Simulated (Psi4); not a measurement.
**Two attempts at [H2PO2]− (SMILES O=[PH2][O-])**

Wanted: the energy in a field of [H2PO2]−, CEPA(0)/def2-SVP (density fitting, dipole perturbation λ (added as +λ·μ, a field of −λ) (0, 0, 0.02) a.u.).

The results are computed with Psi4 1.11.

7 further runs of the same task are left out: 7 set aside as unsound or not needed.

## (1) The molecule

[H2PO2]− has 5 atoms, charge -1, and is taken as a singlet. As SMILES, `O=[PH2][O-]`. The coordinates come from a GFN2-xTB relaxation.

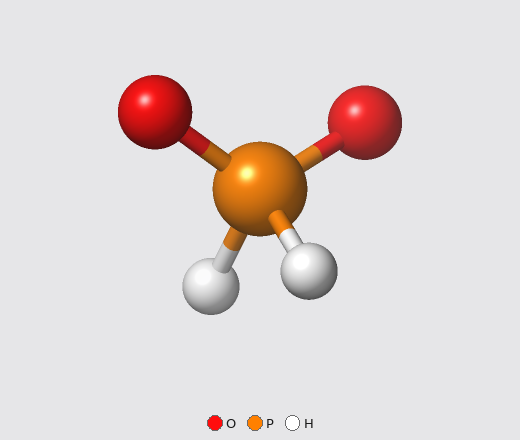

Viewed from a chosen angle; oxygen red, phosphorus orange, hydrogen white.

## (2) First attempt

Input file job.in:

```
memory 1.6 GB

molecule {
  -1 1
  O     -1.07667146     0.79001890     2.54149267
  P      0.04533453    -0.05557685     0.12681952
  O      2.05437796    -1.99581535     0.19917713
  H     -1.87738621    -0.78950868    -1.57079705
  H      0.85434518     2.05090087    -1.29671117
  units bohr
  symmetry c1
  no_reorient
  no_com
}

set {
  scf_type df
  perturb_h true
  perturb_with dipole
  perturb_dipole [0.0, 0.0, 0.02]
  maxiter 3
}

result = energy('cepa(0)/def2-SVP')
print_variables()
```

Command:

```bash
psi4 -n 1 job.in job.out
```

job.out:

```text
Psi4 1.11 release

   => Loading Basis Set <=

    Name: DEF2-SVP
    Role: ORBITAL
    Keyword: BASIS

         ---------------------------------------------------------
                                   SCF
                              RHF Reference
                        1 Threads,   1525 MiB Core
         ---------------------------------------------------------

  ==> Geometry <==

    Molecular point group: c1
    Full point group: C1

    Geometry (in Bohr), charge = -1, multiplicity = 1:

       Center              X                  Y                   Z               Mass
    ------------   -----------------  -----------------  -----------------  -----------------
         O           -1.076671460000     0.790018900000     2.541492670000    15.994914619570
         P            0.045334530000    -0.055576850000     0.126819520000    30.973761998420
         O            2.054377960000    -1.995815350000     0.199177130000    15.994914619570
         H           -1.877386210000    -0.789508680000    -1.570797050000     1.007825032230
         H            0.854345180000     2.050900870000    -1.296711170000     1.007825032230

  Running in c1 symmetry.

  Rotational constants: A =      0.64497  B =      0.31320  C =      0.22311 [cm^-1]
  Rotational constants: A =  19335.61216  B =   9389.35422  C =   6688.64637 [MHz]
  Nuclear repulsion =  118.298480873691787

  Charge       = -1
  Multiplicity = 1
  Electrons    = 34
  Nalpha       = 17
  Nbeta        = 17

  ==> Algorithm <==

  SCF Algorithm Type is DF.
  DIIS enabled.
  MOM disabled.
  Fractional occupation disabled.
  Guess Type is SAD.
  Energy threshold   = 1.00e-08
  Density threshold  = 1.00e-08
  Integral threshold = 1.00e-12

  ==> Primary Basis <==

  Basis Set: DEF2-SVP
    Blend: DEF2-SVP
    Number of shells: 26
    Number of basis functions: 56
    Number of Cartesian functions: 59
    Spherical Harmonics?: true
    Max angular momentum: 2

   => Loading Basis Set <=

    Name: (DEF2-SVP AUX)
    Role: JKFIT
    Keyword: DF_BASIS_SCF

  ==> Integral Setup <==

  DFHelper Memory: AOs need 0.009 GiB; user supplied 1.118 GiB.
  SCF_SUBTYPE=INCORE selected. In-core MEM_DF algorithm will be used.
  Using in-core AOs.

  ==> MemDFJK: Density-Fitted J/K Matrices <==

    J tasked:                   Yes
    K tasked:                   Yes
    wK tasked:                   No
    Memory [MiB]:              1144
    Algorithm:                 Core
    Schwarz Cutoff:           1E-12
    Mask sparsity (%):       0.1913
    Fitting Condition:        1E-10

   => Auxiliary Basis Set <=

  Basis Set: (DEF2-SVP AUX)
    Blend: DEF2-UNIVERSAL-JKFIT
    Number of shells: 100
    Number of basis functions: 318
    Number of Cartesian functions: 381
    Spherical Harmonics?: true
    Max angular momentum: 4

  Perturbing V by 0.020000 mu(z).
  Minimum eigenvalue in the overlap matrix is 1.6461676732E-02.
  Reciprocal condition number of the overlap matrix is 3.9658529331E-03.
    Using symmetric orthogonalization.

  ==> Pre-Iterations <==

  SCF Guess: Superposition of Atomic Densities via on-the-fly atomic UHF (no occupation information).

   -------------------------
    Irrep   Nso     Nmo
   -------------------------
     A         56      56
   -------------------------
    Total      56      56
   -------------------------

  ==> Iterations <==

                           Total Energy        Delta E     RMS |[F,P]|

   @DF-RHF iter SAD:  -490.89196385568039   -4.90892e+02   0.00000e+00
   @DF-RHF iter   1:  -491.24883805152729   -3.56874e-01   1.27774e-02 DIIS/ADIIS
   @DF-RHF iter   2:  -491.37445230440471   -1.25614e-01   8.93254e-03 DIIS/ADIIS
   @DF-RHF iter   3:  -491.46641022966787   -9.19579e-02   6.40431e-04 DIIS/ADIIS

PsiException: Could not converge SCF iterations in 3 iterations.

  Failed to converge.

psi4.driver.p4util.exceptions.SCFConvergenceError: Could not converge SCF iterations in 3 iterations.

Printing out the relevant lines from the Psithon --> Python processed input file:
    core.set_global_option("SCF_TYPE", "df")
    core.set_global_option("PERTURB_H", "true")
    core.set_global_option("PERTURB_WITH", "dipole")
    core.set_global_option("PERTURB_DIPOLE", [0.0, 0.0, 0.02])
    core.set_global_option("MAXITER", 3)
--> result = energy('cepa(0)/def2-SVP')
    print_variables()

!-----------------------------------------------------!
!                                                     !
!  Could not converge SCF iterations in 3 iterations. !
!                                                     !
!-----------------------------------------------------!

    Psi4 run time: 0:00:00.45
```

Run time: 1.1 s. Hardware: 1 thread of Intel Xeon 6975P-C (Granite Rapids), shared host; peak memory 0.19 GiB.

## (3) Diagnosis

The iterations ended before the threshold was met.

The telling line is `Could not converge SCF iterations in 3 iterations.`. The cause is that the iteration cap is too low for convergence. To mend it: iteration cap at its default in place of 3.

## (4) Try two

Input file calc.inp:

```
memory 1600 mb

molecule {
  -1 1
  O     -1.07667146     0.79001890     2.54149267
  P      0.04533453    -0.05557685     0.12681952
  O      2.05437796    -1.99581535     0.19917713
  H     -1.87738621    -0.78950868    -1.57079705
  H      0.85434518     2.05090087    -1.29671117
  units au
  symmetry c1
  no_reorient
  no_com
}

set {
  scf_type df
  perturb_h true
  perturb_with dipole
  perturb_dipole [0.0, 0.0, 0.02]
}

energy('cepa(0)/def2-SVP')
```

Command:

```bash
psi4 -i calc.inp -o calc.out -n 1
```

calc.out:

```text
[...]
  Running in c1 symmetry.
[...]
  Nuclear repulsion =  118.298480873691787
[...]
  Multiplicity = 1
[...]
  Nalpha       = 17
  Nbeta        = 17
[...]
    Number of basis functions: 56
[...]
   @DF-RHF iter   1:  -491.24883805152729   -3.56874e-01   1.27774e-02 DIIS/ADIIS
[...]
   @DF-RHF iter  11:  -491.46739928604870   -5.00222e-12   7.82618e-09 DIIS
[...]
    Orbital Energies [Eh]
    ---------------------
    Doubly Occupied:
       1A    -79.775646     2A    -20.267920     3A    -20.248288
       4A     -7.329372     5A     -5.232032     6A     -5.231331
       7A     -5.230997     8A     -1.087332     9A     -1.013976
      10A     -0.553455    11A     -0.391063    12A     -0.375453
      13A     -0.337314    14A     -0.243138    15A     -0.237483
      16A     -0.207880    17A     -0.187651
[...]
  @DF-RHF Final Energy:  -491.46739928604870
   => Energetics <=
    Nuclear Repulsion Energy =            118.2984808736917870
    One-Electron Energy =                -923.6310995997321243
    Two-Electron Energy =                 313.8652194399916198
    Total Energy =                       -491.4673992860487033
[...]
 Multipole Moments:
 ------------------------------------------------------------------------------------
     Multipole            Electronic (a.u.)      Nuclear  (a.u.)        Total (a.u.)
 ------------------------------------------------------------------------------------
 L = 1.  Multiply by 2.5417464519 to convert [e a0] to [Debye]
 Dipole X            :         -8.0289623            7.4786289           -0.5503334
 Dipole Y            :          9.8995133           -9.2186322            0.6808811
 Dipole Z            :        -22.9443969           20.9601430           -1.9842539
 Magnitude           :                                                    2.1688083
[...]
      * SCS-MP2 total energy:                 -491.957966411372
[...]
      * MP2 total energy:                     -491.971895056612
[...]
```

It took 2.9 s on 1 thread of Intel Xeon 6975P-C (Granite Rapids), shared host; peak memory 0.26 GiB.

## (5) What came out

At CEPA(0)/def2-SVP (density fitting, dipole perturbation λ (added as +λ·μ, a field of −λ) (0, 0, 0.02) a.u.):

| quantity | value |
| --- | --- |
| total energy | -491.99969 Eh |
| HOMO–LUMO gap (to an unbound level, set by the basis) | 16.57 eV |
| correlation energy | -532.3 mEh |
